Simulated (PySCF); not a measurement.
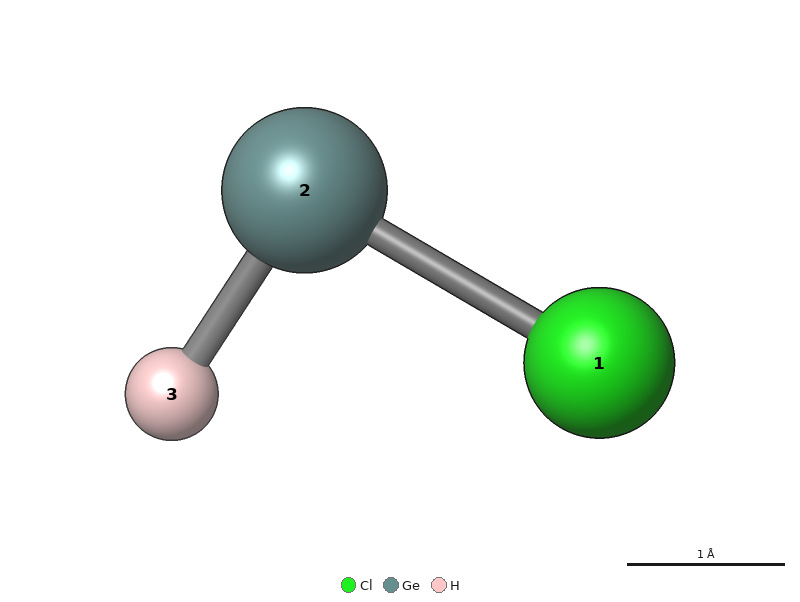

Orthographic view. Atoms fade into the background with distance from the viewer. Computed geometry: PBE0-D3(BJ)/def2-SVP optimisation. No frequency run is at hand to confirm it as a minimum.

Give the geometry as a Z-matrix, atoms in numerical order, with these reference atoms: 2 to 1; 3 to 2, 1.

```
Cl 
Ge   1   2.193
H    2   1.604   1    94.3
```
